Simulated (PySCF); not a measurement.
NMR shielding calculation, with input and output: C4H5P

System: C4H5P.
Method: GIAO PBE0/cc-pVDZ NMR shielding, non-relativistic, gas phase (PySCF 2.14.0).

The geometry comes from this level: PBE0-D3(BJ)/def2-SVP. Figures and captions count atoms from 1; the log counts them from 0 in places.

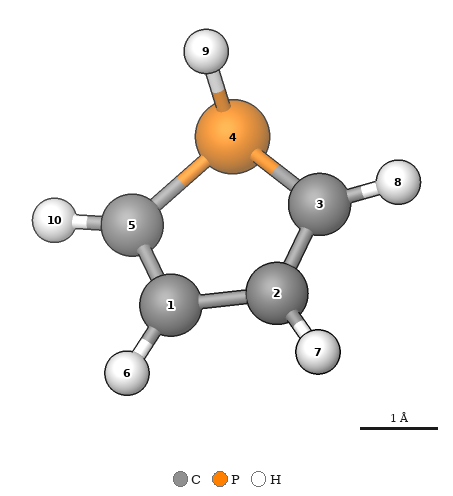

Fig. 1: The structure as given in the input (ball-and-stick view, seen at a tilt; atoms are numbered from 1 in the order of the input). Bond lengths as drawn: C–C 1.36 to 1.45 Å, C–H 1.09 Å, C–P 1.80 Å and H–P 1.43 Å.

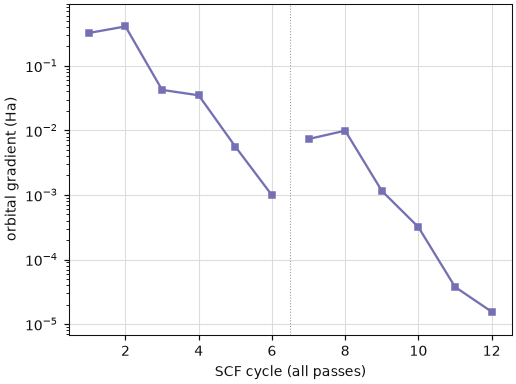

Fig. 2: Convergence of the self-consistent field: orbital gradient against the SCF cycle. The dotted line marks the change from a coarse to the final integration grid. The first 6 cycles use a coarse grid, the final grid takes over at cycle 7, and the field converges after 12 cycles in all.

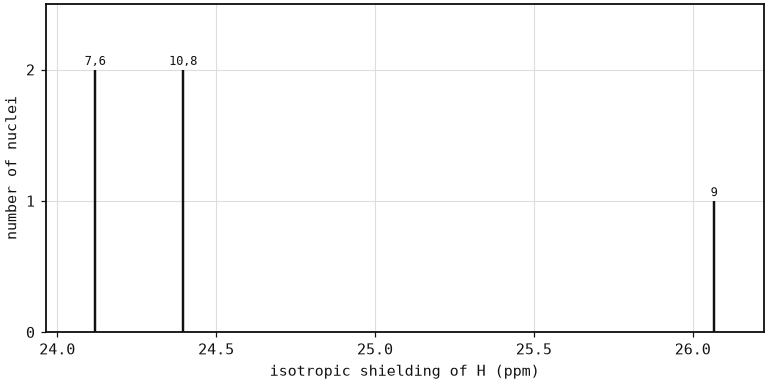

Fig. 3: Isotropic shieldings of the hydrogen nuclei in this fixed geometry, labelled by atom number; shielding grows to the right, so chemical shift grows to the left. The least shielded is H7 (24.1 ppm), the most shielded H9 (26.1 ppm).

The input that produced these results follows, with the program's output.

## The input
```
{"job": {"kind": "nmr", "xc": "PBE0", "basis": "cc-pVDZ", "pop": true}, "charge": 0, "multiplicity": 1}
C     -0.300814    -1.000333     0.397340
C      1.054703    -0.574349     0.090855
C      1.161738     0.733915    -0.254781
P     -0.480831     1.461084    -0.422376
C     -1.231188    -0.017994     0.287659
H     -0.535698    -2.028192     0.687561
H      1.904589    -1.261001     0.136210
H      2.091059     1.234316    -0.531310
H     -0.511597     2.358248     0.687420
H     -2.300430    -0.146078     0.463280
```

The first line tells a small driver script what to run in PySCF; the rest is the geometry in Å.

Command:
```bash
OMP_NUM_THREADS=1 python <driver script> task.json out
```

## What the program printed
```
coarse grid: 9072 points
cycle   1  E = -496.3952816996  dE =  7.145e-01  |g| = 3.219e-01  |ddm| = 6.046e+00
cycle   2  E = -496.3770549205  dE =  1.823e-02  |g| = 4.068e-01  |ddm| = 1.330e+00
cycle   3  E = -496.4254180062  dE = -4.836e-02  |g| = 4.233e-02  |ddm| = 7.366e-01
cycle   4  E = -496.4256885875  dE = -2.706e-04  |g| = 3.490e-02  |ddm| = 1.244e-01
cycle   5  E = -496.4260234595  dE = -3.349e-04  |g| = 5.605e-03  |ddm| = 5.250e-02
cycle   6  E = -496.4260329085  dE = -9.449e-06  |g| = 9.888e-04  |ddm| = 1.314e-02
final grid: 83624 points
cycle   7  E = -496.4373796786  dE = -1.169e-05  |g| = 7.343e-03  |ddm| = 5.649e-02
cycle   8  E = -496.4373656350  dE =  1.404e-05  |g| = 9.885e-03  |ddm| = 3.126e-02
cycle   9  E = -496.4373953305  dE = -2.970e-05  |g| = 1.157e-03  |ddm| = 1.867e-02
cycle  10  E = -496.4373957006  dE = -3.700e-07  |g| = 3.169e-04  |ddm| = 1.999e-03
cycle  11  E = -496.4373957271  dE = -2.654e-08  |g| = 3.761e-05  |ddm| = 4.840e-04
cycle  12  E = -496.4373957275  dE = -3.499e-10  |g| = 1.553e-05  |ddm| = 9.614e-05
converged SCF energy = -496.4373957275

GIAO shielding tensors (ppm)
atom      isotropic    diamagn.    paramagn.     s11        s22        s33       span
  0 C       58.251     252.050    -193.799    -36.980     54.711    157.023    194.003
  1 C       58.243     251.982    -193.739    -37.014     54.716    157.026    194.040
  2 C       62.768     256.263    -193.495    -37.794     50.992    175.107    212.901
  3 P      442.150     970.600    -528.450    375.913    440.458    510.080    134.167
  4 C       62.780     256.141    -193.361    -37.779     51.027    175.091    212.870
  5 H       24.120      30.404      -6.284     21.937     22.877     27.547      5.610
  6 H       24.118      30.247      -6.128     21.935     22.876     27.544      5.609
  7 H       24.396      30.531      -6.134     21.876     25.055     26.258      4.383
  8 H       26.067      28.877      -2.810     21.385     23.743     33.074     11.689
  9 H       24.396      30.722      -6.326     21.876     25.055     26.258      4.382
```

## Key numbers

| quantity | value |
| --- | --- |
| outcome | converged |
| total energy | −496.437396 hartree |
| HOMO | −6.67 eV |
| LUMO | −1.04 eV |
| dipole moment | 0.75 D |
| isotropic shielding, C | 58.2 to 62.8 ppm |
| isotropic shielding, P | 442.2 ppm |
| isotropic shielding, H | 24.1 to 26.1 ppm |
| hardware | 1 CPU thread, shared host |
| wall time | 5.2 s |
| peak memory | 0.54 GiB |
